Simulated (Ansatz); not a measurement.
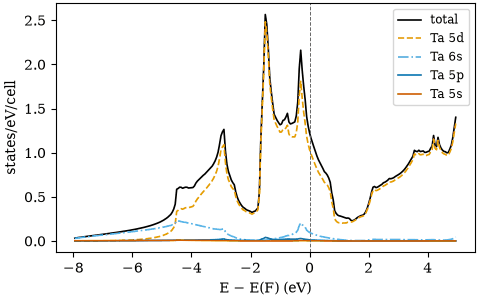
*Total and projected density of states of Ta (bcc (W type), Im-3m), plane-wave PAW r²SCAN (Ansatz code)*

Task: Which orbitals carry the states next to the Fermi level?

Result: Within 0.5 eV of the Fermi level: Ta 5d 85 %, Ta 6s 8 %, outside the projected shells 6 %. Projections are on Löwdin-orthogonalised atomic valence shells; empty p or d shells of many metals are not among them.

Task: Where is the tallest occupied peak in this window, and what makes it?

Result: Near -1.5 eV, about 2.6 states/eV per cell; the largest projected share is Ta 5d.

The r²SCAN relaxation kept the symmetry of its start. No spin polarisation was allowed. Scalar-relativistic: spin–orbit coupling is off unless named, which matters more the heavier the elements.

Potentials: the later of the program's two PAW sets.
